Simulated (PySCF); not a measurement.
**SnH3Br (SMILES [Br][SnH3]): levels of theory compared**

Wanted: a comparison of 6 runs (HF/STO-3G, HF/3-21G, HF/def2-SVP, PBE0/def2-SVP, B3LYP/def2-TZVP, CCSD(T)/def2-TZVP) of SnH3Br. 

Program for the calculation: PySCF 2.14.0.

## (1) The molecule

SnH3Br has 5 atoms, charge 0, and is taken as a singlet. SMILES: `[Br][SnH3]`. The shape is that of a PBE0-D4/def2-TZVP optimisation.

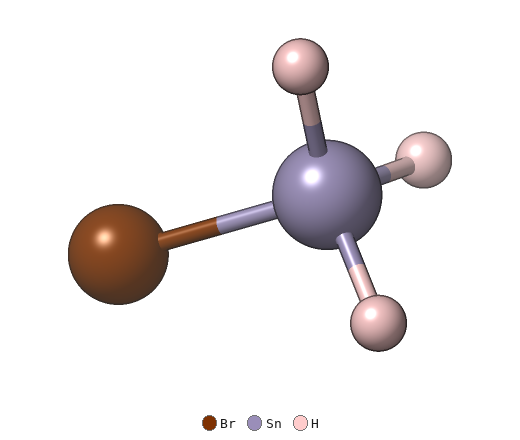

The structure, seen from a chosen angle (bromine brown, tin purple, hydrogen pink).

## (2) Energy and forces at HF/STO-3G (run 1)

job.py

```python
import pyscf.grad
from pyscf import gto, scf

mol = gto.M(
    atom='''
Br    -3.975984     0.384181     1.516316
Sn     0.385315    -0.065573    -0.156091
H      0.292530     0.927478    -3.210267
H      1.136103    -3.179464     0.094297
H      2.256144     1.794106     1.677699
''',
    max_memory=1860,
    basis='sto-3g',
    verbose=4,
    spin=0,
    unit='bohr',
)

hf = scf.RHF(mol)
hf.conv_tol = 1e-10
hf.kernel()
if not hf.converged:
    hf = hf.newton().run(hf.mo_coeff, hf.mo_occ)

e_final = hf.e_tot
print('Final energy', e_final)
grad = hf.Gradients().kernel()
hf.analyze()
```

Run with:

```console
$ OMP_NUM_THREADS=1 python job.py
```

What it wrote:

```text
PySCF version 2.14.0

[... 71 lines left out ...]
Two-electron Coulomb Energy =         3988.478843806720761
[... 8 lines left out ...]
MO #6   energy= -145.391219680742  occ= 2
[... 6 lines left out ...]
MO #13  energy= -26.6183776771596  occ= 2
[... 6 lines left out ...]
MO #20  energy= -9.07870564813759  occ= 2
[... 6 lines left out ...]
MO #27  energy= -3.59414098804361  occ= 2
[... 6 lines left out ...]
MO #34  energy= -0.922094685837337 occ= 2
[... 6 lines left out ...]
MO #41  energy= -0.41608154209321  occ= 2
[... 6 lines left out ...]
MO #48  energy= 0.457681987452756  occ= 0
[... 56 lines left out ...]
Dipole moment(X, Y, Z, Debye):  2.67722, -0.27587, -1.02652
```

It took 3.6 s on 1 thread of Intel Xeon at 2.70GHz, shared host; peak memory 0.12 GiB.

## (3) Energy and gradient at HF/3-21G (run 2)

calc.py

```python
from pyscf import gto, scf

mol = gto.M(
    atom='''
Br  -2.104000   0.203300   0.802400
Sn   0.203900  -0.034700  -0.082600
H    0.154800   0.490800  -1.698800
H    0.601200  -1.682500   0.049900
H    1.193900   0.949400   0.887800
''',
    basis='3-21g',
    max_memory=1860,
    verbose=4,
    spin=0,
)

calc0 = scf.RHF(mol)
calc0.conv_tol = 1e-10
calc0.kernel()
if not calc0.converged:
    calc0 = calc0.newton().run(calc0.mo_coeff, calc0.mo_occ)

energy = calc0.e_tot
print('E = %.10f Eh' % energy)
grad = calc0.nuc_grad_method().kernel()
dip = calc0.dip_moment()
pop, q = calc0.mulliken_pop()
```

Run with:

```console
$ OMP_NUM_THREADS=1 python calc.py
```

What it wrote:

```text
PySCF version 2.14.0

[... 57 lines left out ...]
converged SCF energy = -8558.07854671906
[... 12 lines left out ...]
Dipole moment(X, Y, Z, Debye):  2.99949, -0.30897, -1.14993
[... 65 lines left out ...]
charge of    4H =     -0.21118
```

Wall time 5.4 s (1 thread of Intel Xeon at 2.70GHz, shared host); peak memory 0.13 GiB.

Runs 3 to 5 aren't shown in full; the table further down has their settings and results.

## (4) A single-point energy at CCSD(T)/def2-TZVP (core potential) (run 6)

mol.xyz

```xyz
5
BrH3Sn
Br    -2.104000     0.203300     0.802400
Sn     0.203900    -0.034700    -0.082600
H      0.154800     0.490800    -1.698800
H      0.601200    -1.682500     0.049900
H      1.193900     0.949400     0.887800
```

calc.py

```python
# [Br][SnH3]
from pyscf import gto, scf, cc

mol = gto.M(
    atom='mol.xyz',
    ecp={'Sn': 'def2-svp'},
    verbose=4,
    spin=0,
    basis='def2-tzvp',
    max_memory=1860,
)

myscf = scf.RHF(mol)
myscf.conv_tol = 1e-10
myscf.kernel()
if not myscf.converged:
    myscf = myscf.newton().run(myscf.mo_coeff, myscf.mo_occ)

mycc = cc.CCSD(myscf, frozen=13)
mycc.kernel()
e_t = mycc.ccsd_t()
e_final = mycc.e_tot + e_t
print('E = %.10f Eh' % e_final)
dip = myscf.dip_moment()
pop, q = myscf.mulliken_pop()
```

Run with:

```console
$ OMP_NUM_THREADS=1 python calc.py
```

What it wrote:

```text
PySCF version 2.14.0

[... 61 lines left out ...]
converged SCF energy = -2787.54386622441
[... 12 lines left out ...]
Init t2, MP2 energy = -2788.14114619619  E_corr(MP2) -0.597279971782858
[... 12 lines left out ...]
CCSD converged
[... 3 lines left out ...]
Dipole moment(X, Y, Z, Debye):  2.40503, -0.24773, -0.92200
[... 122 lines left out ...]
charge of    4H =     -0.05613
```

Wall time 1.7 min (1 thread of Intel Xeon at 2.70GHz, shared host); peak memory 1 GiB.

## (5) The series

```csv
run,level,core potential,integration grid,energy (Eh),dipole moment (D) of the reference,HOMO energy (eV),LUMO energy (eV),wall time
1,HF/STO-3G,–,–,-8509.772705,2.88,-7.94,8.23,3.6 s
2,HF/3-21G,–,–,-8558.078547,3.23,-10.79,2.14,5.4 s
3,HF/def2-SVP (core potential),def2-svp,–,-2787.216375,2.67,-10.97,2.22,8.4 s
4,PBE0/def2-SVP (core potential),def2-svp,5,-2789.661677,2.38,-8.01,-0.88,22 s
5,B3LYP/def2-TZVP (core potential),def2-svp,5,-2790.387703,2.31,-7.90,-1.35,58 s
6,CCSD(T)/def2-TZVP (core potential),def2-svp,–,-2788.174880,2.59,-11.07,1.76,1.7 min
```

## (6) Summary of results

| quantity | value |
| --- | --- |
| run 6: total energy | -2788.17488 Eh |
| run 6: dipole moment (Hartree–Fock density) | 2.59 D |
| run 6: HOMO energy (Hartree–Fock orbitals) | -11.07 eV |
| run 6: LUMO energy (Hartree–Fock orbitals) | 1.76 eV |
| run 6: HOMO–LUMO gap (Hartree–Fock orbitals) | 12.83 eV |
| run 6: correlation energy (13 core orbitals frozen) | -631.0 mEh |
| run 6: (T) correction | -17.64 mEh |
| run 6: T1 diagnostic | 0.011 |

What this shows: Over runs 1, 2, 3, 4, 5 the dipole moment (its size) runs from 2.31 D (B3LYP/def2-TZVP) to 3.23 D (HF/3-21G). The two ends differ in method and basis and core potential. Over runs 1, 2, 3, 4, 5 the HOMO–LUMO gap runs from 6.56 eV (B3LYP/def2-TZVP) to 16.17 eV (HF/STO-3G). Totals of different functionals can't be ranked against each other. Some runs of one species differ in core potentials or relativity; totals across that change don't compare. In run 1 the basis is minimal, so the values are rough. In runs 1, 2 relativity is left out where basis or elements ask for it. All runs together took 3.3 min, the longest 1.7 min.
